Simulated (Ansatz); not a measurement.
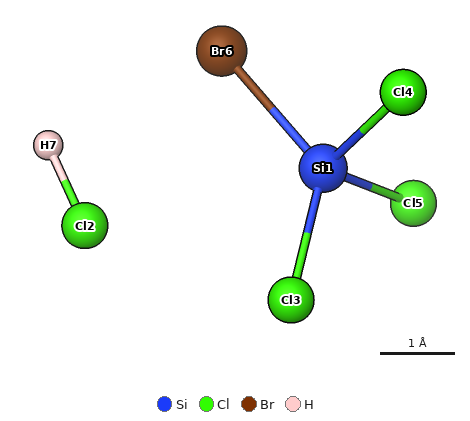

**Figure 1.** The input geometry (ball-and-stick view, seen at a tilt; atoms are numbered from 1 in the order of the input). Bond lengths as drawn: Br–Si 2.29 Å, Cl–H 1.34 Å and Cl–Si 2.06 Å.

# Geometry relaxation of SiHBrCl4

System: SiHBrCl4.
Method: RKS PBE-D4/def2-SVP (Ansatz 0.2.0).

It belongs to a series of runs on one base structure; here: end point B relaxed. Figures and captions count atoms from 1; the log counts them from 0 in places.

Log:
```
The last accepted step is kept in [file] (removed where the run ends without a failure and the disk answers)
Engine: ansatz 0.2.0, x86_64-unknown-linux-gnu
Functional definition: PBE
  parameter kappa = 0.804
  parameter beta = 0.06672455060314922
  exchange = pbe_x(kappa = kappa, mu = beta*pi^2/3)
  correlation = pbe_c(beta = beta)
1379 factors; their error is unknown
mean field evaluation 1: about -127973.1683 eV, gradient 1.9e1 eV
mean field evaluation 2: about -127972.4551 eV, gradient 2.5e1 eV
mean field evaluation 4: about -127973.9980 eV, gradient 9.6e-1 eV
mean field evaluation 8: about -127974.0013 eV, gradient 1.7e-2 eV
mean field evaluation 16: about -127973.8729 eV, gradient 1.3e-5 eV
mean field -127973.87293991 eV, -4702.9530867350 hartree, gradient 1.3e-5 eV, S^2 0.000000; 0 other end points of the search recorded, 0 dependent functions left out
the calculation of the forces begins
reference -127973.87297222 eV, -4702.9530879226 hartree; 59, 59 occupied and 68, 68 virtual orbitals, 1379 factors
relax step   1: F+E_penalty+E_count = -127974.25897809 eV  Δ(F+E_penalty+E_count) = +0.000e0 eV  max|allowed force component| = 1.074e0 eV/Å  Δτ_max = 0.0000 Å  (27 SCF iters, accepted)
these checks for a lower state are left out or cut short: starts, cluster_reference, orbital_swaps, neighbouring_geometries, increment
1379 factors; their error is unknown
mean field -127974.09314802 eV, -4702.9611792337 hartree, gradient 2.0e-5 eV, S^2 0.000000; 0 other end points of the search recorded, 0 dependent functions left out
[... from here on the field's lines of each further geometry are left out, up to the last ...]
relax step   2: F+E_penalty+E_count = -127974.47011141 eV  Δ(F+E_penalty+E_count) = -2.111e-1 eV  max|allowed force component| = 7.787e-1 eV/Å  Δτ_max = 0.1940 Å  (29 SCF iters, accepted)
relax step   3: F+E_penalty+E_count = -127974.62856215 eV  Δ(F+E_penalty+E_count) = -1.585e-1 eV  max|allowed force component| = 7.387e-1 eV/Å  Δτ_max = 0.1999 Å  (28 SCF iters, accepted)
relax step   4: F+E_penalty+E_count = -127974.72068064 eV  Δ(F+E_penalty+E_count) = -9.212e-2 eV  max|allowed force component| = 4.528e-1 eV/Å  Δτ_max = 0.1999 Å  (27 SCF iters, accepted)
relax step   5: F+E_penalty+E_count = -127974.74996169 eV  Δ(F+E_penalty+E_count) = -2.928e-2 eV  max|allowed force component| = 2.909e-1 eV/Å  Δτ_max = 0.2000 Å  (28 SCF iters, accepted)
relax step   6: F+E_penalty+E_count = -127974.75922696 eV  Δ(F+E_penalty+E_count) = -9.265e-3 eV  max|allowed force component| = 1.323e-1 eV/Å  Δτ_max = 0.0818 Å  (25 SCF iters, accepted)
relax step   7: F+E_penalty+E_count = -127974.76112113 eV  Δ(F+E_penalty+E_count) = -1.894e-3 eV  max|allowed force component| = 8.075e-1 eV/Å  Δτ_max = 0.1956 Å  (30 SCF iters, accepted)
relax step   8: F+E_penalty+E_count = -127974.76513925 eV  Δ(F+E_penalty+E_count) = -4.018e-3 eV  max|allowed force component| = 9.250e-1 eV/Å  Δτ_max = 0.1927 Å  (30 SCF iters, accepted)
relax step   9: F+E_penalty+E_count = -127974.79868496 eV  Δ(F+E_penalty+E_count) = -3.355e-2 eV  max|allowed force component| = 1.913e-1 eV/Å  Δτ_max = 0.1924 Å  (27 SCF iters, accepted)
relax step  10: F+E_penalty+E_count = -127974.80385408 eV  Δ(F+E_penalty+E_count) = -5.169e-3 eV  max|allowed force component| = 3.183e-2 eV/Å  Δτ_max = 0.0792 Å  (25 SCF iters, accepted)
relax step  11: F+E_penalty+E_count = -127974.80297301 eV  Δ(F+E_penalty+E_count) = +8.811e-4 eV  max|allowed force component| = 1.063e-1 eV/Å  Δτ_max = 0.0915 Å  (25 SCF iters, rejected (line search))
relax step  12: F+E_penalty+E_count = -127974.80475869 eV  Δ(F+E_penalty+E_count) = -9.046e-4 eV  max|allowed force component| = 1.654e-2 eV/Å  Δτ_max = 0.0447 Å  (24 SCF iters, accepted)
the calculation of the forces begins
reference -127974.45524413 eV, -4702.9744860205 hartree; 59, 59 occupied and 68, 68 virtual orbitals, 1379 factors
relax step  13: F+E_penalty+E_count = -127974.80493935 eV  Δ(F+E_penalty+E_count) = -1.807e-4 eV  max|allowed force component| = 1.618e-2 eV/Å  Δτ_max = 0.0404 Å  (24 SCF iters, accepted)
```

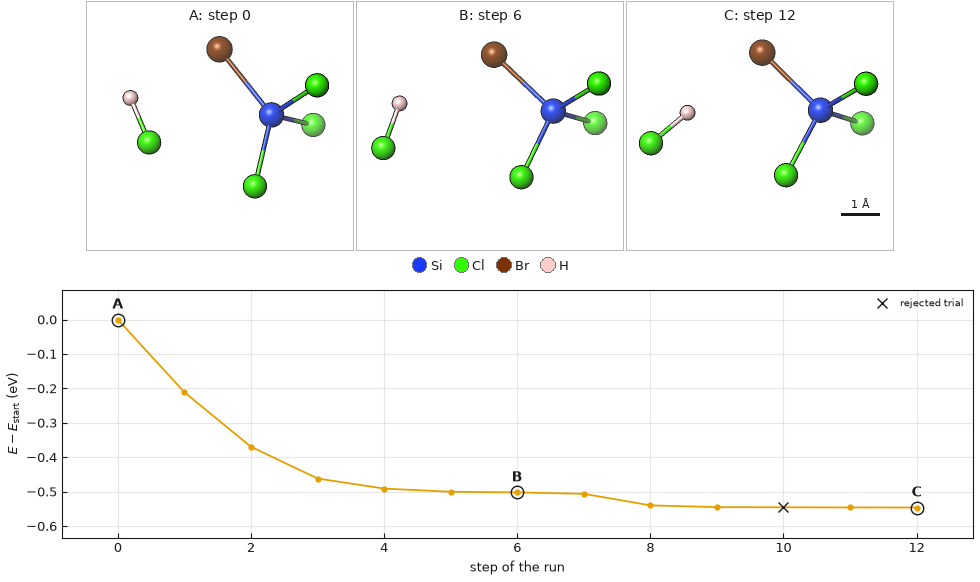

**Figure 2.** Frames of the relaxation (ball-and-stick view, seen at a tilt) above the curves, on which the letters mark them (the first geometry is step 0 here and step 1 in the log).

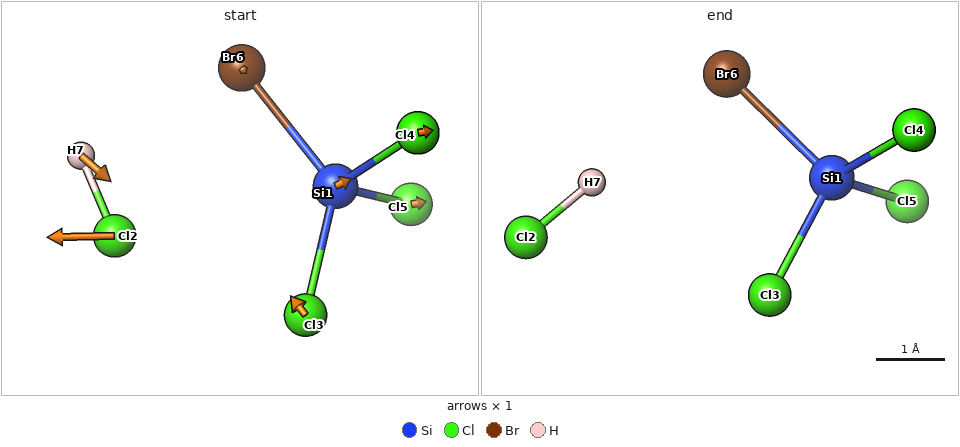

**Figure 3.** Before (left) and after (right) the relaxation, at one scale (ball-and-stick view, seen at a tilt). The orange arrows give the displacements, at true length. Cl2 moves most after the best rigid fit: 1.02 Å. Largest moves by element: Cl 1.02 Å, H 0.61 Å, Si 0.28 Å, Br 0.12 Å. Distances before and after: Si1–Br6 2.291 → 2.229 Å, Cl2–H7 1.338 → 1.302 Å, Si1–Cl3 2.056 → 2.048 Å. Among the angles that change: Cl3–Si1–Br6 130.4° → 109.2°, Cl4–Si1–Br6 103.3° → 109.0°, Cl3–Si1–Cl4 104.9° → 109.9°. Over 12 geometry steps the energy falls by 0.546 eV. Largest force component: 1.1 eV/Å at the start, 0.016 eV/Å at the end. The line search rejected the trial step at point 10 (counted from 0) and went back. (Atoms are counted from 1 in the order of the input.)

```
1379 factors; their error is unknown
mean field -127974.45521209 eV, -4702.9744848429 hartree, gradient 4.1e-5 eV, S^2 0.000000; 1 other end points of the search recorded, 0 dependent functions left out
the calculation of the forces begins
reference -127974.45524413 eV, -4702.9744860205 hartree; 59, 59 occupied and 68, 68 virtual orbitals, 1379 factors
Total energy: -127974.80497140 eV, -4702.9873382605 hartree
Atom 0 at    -0.646337    -0.000000    -0.711455 Å, force    -0.016175    -0.000000    -0.002862 eV/Å
Atom 1 at     0.171953    -0.000000     3.836109 Å, force    -0.006158    -0.000000    -0.007295 eV/Å
Atom 2 at     1.152766     0.000000     0.267680 Å, force     0.007970     0.000000     0.003929 eV/Å
Atom 3 at    -0.806085     1.676270    -1.881438 Å, force     0.001197     0.002590     0.000504 eV/Å
Atom 4 at    -0.806085    -1.676270    -1.881438 Å, force     0.001197    -0.002590     0.000504 eV/Å
Atom 5 at    -2.296981    -0.000000     0.785854 Å, force     0.005153    -0.000000    -0.004892 eV/Å
Atom 6 at    -0.659632     0.000000     2.833989 Å, force     0.006816     0.000000     0.010111 eV/Å
Dipole moment:    -0.185428     0.000000    -0.360672 e Å
```

Trajectory as extended XYZ (Å, eV, eV/Å), 13 frames, from step=1 to step=13:
```
7
Properties=species:S:1:pos:R:3:forces:R:3 step=1 energy=-127974.25898
Si   -0.5217    0.0000   -0.4656   -0.7444   0.0000  -0.5852
Cl    0.1740    0.0000    2.8188   -0.7997   0.0000   1.0743
Cl    1.4702    0.0000    0.0423   -0.0218   0.0000   0.1198
Cl   -0.7686    1.6796   -1.6396    0.0062   0.0304   0.0635
Cl   -0.7686   -1.6796   -1.6396    0.0062  -0.0304   0.0635
Br   -2.3927    0.0000    0.8571    0.4998   0.0000  -0.4448
H    -1.0831    0.0000    3.2758    1.0535   0.0000  -0.2911
7
Properties=species:S:1:pos:R:3:forces:R:3 step=2 energy=-127974.47011
Si   -0.5520    0.0000   -0.5509   -0.1725   0.0000  -0.2377
Cl    0.2251    0.0000    3.0060   -0.6907   0.0000   0.5829
Cl    1.4263    0.0000    0.0447   -0.3180   0.0000   0.0953
Cl   -0.7779    1.7106   -1.6693   -0.0012   0.0107  -0.1181
Cl   -0.7779   -1.7106   -1.6693   -0.0012  -0.0107  -0.1181
Br   -2.3664    0.0000    0.7933    0.4049   0.0000  -0.0733
H    -1.0677    0.0000    3.2948    0.7787   0.0000  -0.1311
7
Properties=species:S:1:pos:R:3:forces:R:3 step=3 energy=-127974.62856
Si   -0.5797    0.0000   -0.6715    0.2189   0.0000   0.1538
Cl    0.2302    0.0000    3.2059   -0.6163   0.0000   0.3804
Cl    1.3601    0.0000    0.0420   -0.3451   0.0000   0.0272
Cl   -0.7861    1.7215   -1.7690   -0.0589  -0.0393  -0.1736
Cl   -0.7861   -1.7215   -1.7690   -0.0589   0.0393  -0.1736
Br   -2.2522    0.0000    0.8082    0.1216   0.0000  -0.1220
H    -1.0766    0.0000    3.4026    0.7387   0.0000  -0.0923
7
Properties=species:S:1:pos:R:3:forces:R:3 step=4 energy=-127974.72068
Si   -0.5848    0.0000   -0.7478    0.0879   0.0000   0.1118
Cl    0.2476    0.0000    3.4051   -0.3742   0.0000   0.1870
Cl    1.3020    0.0000    0.0657   -0.1401   0.0000  -0.0239
Cl   -0.8043    1.6902   -1.8898   -0.0106   0.0048  -0.0799
Cl   -0.8043   -1.6902   -1.8898   -0.0106  -0.0048  -0.0799
Br   -2.1879    0.0000    0.7911   -0.0052   0.0000  -0.0694
H    -1.0587    0.0000    3.5150    0.4528   0.0000  -0.0457
7
Properties=species:S:1:pos:R:3:forces:R:3 step=5 energy=-127974.74996
Si   -0.5961    0.0000   -0.7934   -0.0113   0.0000  -0.0440
Cl    0.2786    0.0000    3.6026   -0.2549   0.0000   0.0387
Cl    1.2621    0.0000    0.0660   -0.0152   0.0000   0.0208
Cl   -0.8099    1.6723   -1.9666    0.0050   0.0161   0.0065
Cl   -0.8099   -1.6723   -1.9666    0.0050  -0.0161   0.0065
Br   -2.1890    0.0000    0.7519   -0.0194   0.0000  -0.0064
H    -1.0262    0.0000    3.5555    0.2909   0.0000  -0.0221
7
Properties=species:S:1:pos:R:3:forces:R:3 step=6 energy=-127974.75923
Si   -0.6121    0.0000   -0.8026    0.0201   0.0000  -0.0048
Cl    0.3026    0.0000    3.6808    0.1323   0.0000   0.0466
Cl    1.2272    0.0000    0.0981   -0.0204   0.0000   0.0180
Cl   -0.8016    1.6784   -1.9709   -0.0022  -0.0086  -0.0063
Cl   -0.8016   -1.6784   -1.9709   -0.0022   0.0086  -0.0063
Br   -2.2284    0.0000    0.7197   -0.0147   0.0000   0.0180
H    -0.9765    0.0000    3.4951   -0.1128   0.0000  -0.0651
7
Properties=species:S:1:pos:R:3:forces:R:3 step=7 energy=-127974.76112
Si   -0.6189    0.0000   -0.7842    0.0214   0.0000  -0.0471
Cl    0.3063    0.0000    3.7788   -0.7849   0.0000  -0.2828
Cl    1.2132    0.0000    0.1295   -0.0242   0.0000   0.0270
Cl   -0.8088    1.6740   -1.9587    0.0005  -0.0086   0.0219
Cl   -0.8088   -1.6740   -1.9587    0.0005   0.0086   0.0219
Br   -2.2389    0.0000    0.7387   -0.0207   0.0000   0.0254
H    -0.9345    0.0000    3.3040    0.8075   0.0000   0.2335
7
Properties=species:S:1:pos:R:3:forces:R:3 step=8 energy=-127974.76514
Si   -0.6352    0.0000   -0.7734    0.0231   0.0000  -0.0561
Cl    0.2885    0.0000    3.8747   -0.9219   0.0000  -0.6037
Cl    1.1821    0.0000    0.1704   -0.0269   0.0000   0.0433
Cl   -0.8059    1.6792   -1.9432   -0.0010  -0.0314   0.0144
Cl   -0.8059   -1.6792   -1.9432   -0.0010   0.0314   0.0144
Br   -2.2810    0.0000    0.7239    0.0026   0.0000   0.0582
H    -0.8328    0.0000    3.1403    0.9250   0.0000   0.5294
7
Properties=species:S:1:pos:R:3:forces:R:3 step=9 energy=-127974.79869
Si   -0.6358    0.0000   -0.7390    0.0651   0.0000  -0.0533
Cl    0.2043    0.0000    3.8470   -0.1683   0.0000  -0.1490
Cl    1.1755    0.0000    0.2160    0.0170   0.0000  -0.0115
Cl   -0.8142    1.6720   -1.9167   -0.0058  -0.0189   0.0450
Cl   -0.8142   -1.6720   -1.9167   -0.0058   0.0189   0.0450
Br   -2.2452    0.0000    0.7967   -0.0935   0.0000  -0.0001
H    -0.7608    0.0000    2.9619    0.1913   0.0000   0.1239
7
Properties=species:S:1:pos:R:3:forces:R:3 step=10 energy=-127974.80385
Si   -0.6414    0.0000   -0.7251   -0.0178   0.0000   0.0229
Cl    0.1980    0.0000    3.8427   -0.0028   0.0000  -0.0016
Cl    1.1638    0.0000    0.2441   -0.0205   0.0000   0.0039
Cl   -0.8075    1.6739   -1.8974    0.0018   0.0135   0.0046
Cl   -0.8075   -1.6739   -1.8974    0.0018  -0.0135   0.0046
Br   -2.2908    0.0000    0.7767    0.0318   0.0000  -0.0157
H    -0.7051    0.0000    2.9056    0.0056   0.0000  -0.0187
7
Properties=species:S:1:pos:R:3:forces:R:3 step=11 energy=-127974.80297 accepted=F
Si   -0.6463    0.0000   -0.7018    0.0051   0.0000   0.1063
Cl    0.2002    0.0000    3.7696   -0.0152   0.0000   0.0149
Cl    1.1430    0.0000    0.2970   -0.0025   0.0000  -0.0422
Cl   -0.7970    1.6834   -1.8611   -0.0058  -0.0115  -0.0285
Cl   -0.7970   -1.6834   -1.8611   -0.0058   0.0115  -0.0285
Br   -2.3059    0.0000    0.7909    0.0078   0.0000  -0.0408
H    -0.6873    0.0000    2.8158    0.0164   0.0000   0.0188
7
Properties=species:S:1:pos:R:3:forces:R:3 step=12 energy=-127974.80476
Si   -0.6444    0.0000   -0.7172   -0.0122   0.0000   0.0165
Cl    0.1880    0.0000    3.8319   -0.0028   0.0000   0.0001
Cl    1.1563    0.0000    0.2589    0.0009   0.0000   0.0051
Cl   -0.8053    1.6771   -1.8858   -0.0012   0.0010  -0.0031
Cl   -0.8053   -1.6771   -1.8858   -0.0012  -0.0010  -0.0031
Br   -2.2951    0.0000    0.7814    0.0119   0.0000  -0.0090
H    -0.6845    0.0000    2.8659    0.0046   0.0000  -0.0066
7
Properties=species:S:1:pos:R:3:forces:R:3 step=13 energy=-127974.80494
Si   -0.6463    0.0000   -0.7115   -0.0162   0.0000  -0.0029
Cl    0.1720    0.0000    3.8361   -0.0062   0.0000  -0.0073
Cl    1.1528    0.0000    0.2677    0.0080   0.0000   0.0039
Cl   -0.8061    1.6763   -1.8814    0.0012   0.0026   0.0005
Cl   -0.8061   -1.6763   -1.8814    0.0012  -0.0026   0.0005
Br   -2.2970    0.0000    0.7859    0.0052   0.0000  -0.0049
H    -0.6596    0.0000    2.8340    0.0068   0.0000   0.0101
```

This output came from the following input.

The input:
```yaml
crystal:
  periodic: [false, false, false]
  atoms:
    - { symbol: Si, position_ang: [-0.521665, 0.0, -0.465586] }
    - { symbol: Cl, position_ang: [0.174037, 0.0, 2.81884] }
    - { symbol: Cl, position_ang: [1.470168, 0.0, 0.042318] }
    - { symbol: Cl, position_ang: [-0.768574, 1.67955, -1.639613] }
    - { symbol: Cl, position_ang: [-0.768574, -1.67955, -1.639613] }
    - { symbol: Br, position_ang: [-2.39267, 0.0, 0.857134] }
    - { symbol: H, position_ang: [-1.083122, 0.0, 3.275821] }
basis:
  gaussian: { orbitals: def2-SVP }
hamiltonian:
  xc: pbe
  dispersion: d4
relax:
  f_tol: 0.03
  max_steps: 50
```

Run as:
```bash
ansatz run input.yaml --threads 4 --pin off --max-ram 5120MiB --backend cpu --events-out ev --progress --plain --runs-dir out
```

Summary:

| quantity | value |
| --- | --- |
| outcome | converged |
| total energy | −127974.8050 eV |
| mean-field energy | −127974.4552 eV |
| largest force (length of the vector) at the end | 0.016 eV/Å |
| hardware | 4 threads of Intel Xeon (Granite Rapids), 192 GiB of memory available, shared host |
| wall time | 11 s (CPU time 37 s) |
| peak memory | 0.23 GiB |
